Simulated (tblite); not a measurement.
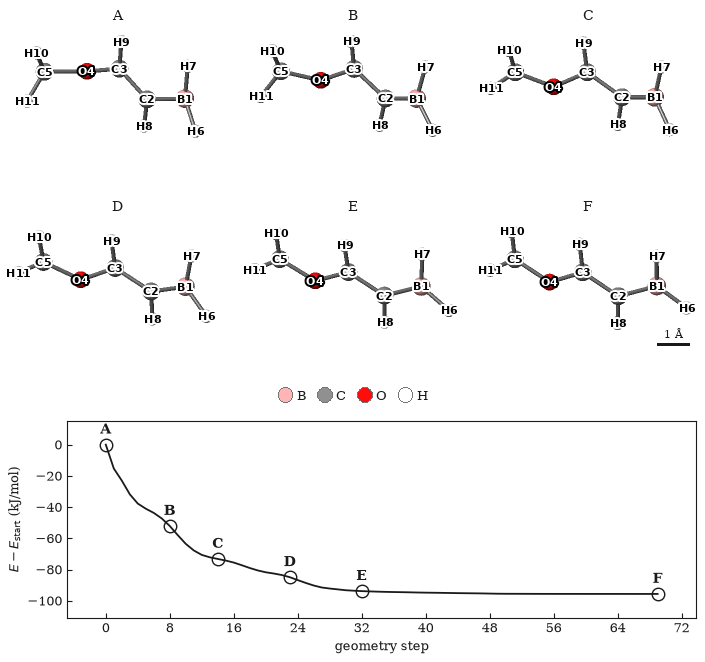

Frames of a relaxation of C₃H₆BO (multiplicity 2), marked on the history of the run. Style: ball-and-stick. Shown at a tilt.

Level of theory: GFN2-xTB geometry optimisation, gas phase in tblite 0.8.0. 

What happens along the run?

After 69 geometry steps the energy has fallen by 95.7 kJ/mol. The largest move after the best rigid fit is that of H6, 0.94 Å. Largest moves by element: H 0.94 Å, O 0.78 Å, C 0.50 Å, B 0.13 Å. Some distances before and after: O4–C5 1.400 → 1.317 Å, B1–C2 1.590 → 1.520 Å, C3–O4 1.398 → 1.331 Å, C2–C3 1.309 → 1.360 Å. Bond angles that change, for instance: H10–C5–H11 115.7° → 122.7°, C2–B1–H7 113.4° → 119.7°, C3–C2–H8 120.1° → 114.8°. Groups turn about C3–O4 by about 60°, B1–C2 by about 20°. The run took 0.25 s on 1 thread of Arm Neoverse V1 (shared host). From step 0 to 8: O4 moves most (0.32 Å), energy −52.1 kJ/mol. From step 8 to 14: H11 moves most (0.33 Å), energy −21.1 kJ/mol. From step 14 to 23: H6 moves most (0.28 Å), energy −11.7 kJ/mol. From step 23 to 32: H6 moves most (0.32 Å), energy −8.93 kJ/mol. From step 32 to 69: H6 moves most (0.24 Å), energy −1.81 kJ/mol.

| step | E − E(0), kJ/mol |
| --- | --- |
| 0 | 0.00 |
| 1 | -15.28 |
| 2 | -23.03 |
| 3 | -31.79 |
| 4 | -37.76 |
| 5 | -41.03 |
| 6 | -43.74 |
| 7 | -47.30 |
| 8 | -52.11 |
| 9 | -57.99 |
| 10 | -63.56 |
| 13 | -72.17 |
| 16 | -75.54 |
| 19 | -80.59 |
| 22 | -83.52 |
| 26 | -90.26 |
| 29 | -92.72 |
| 32 | -93.84 |
| 35 | -94.33 |
| 38 | -94.62 |
| 41 | -94.89 |
| 44 | -95.13 |
| 47 | -95.32 |
| 50 | -95.55 |
| 53 | -95.59 |
| 57 | -95.62 |
| 60 | -95.63 |
| 63 | -95.64 |
| 66 | -95.65 |
| 69 | -95.65 |
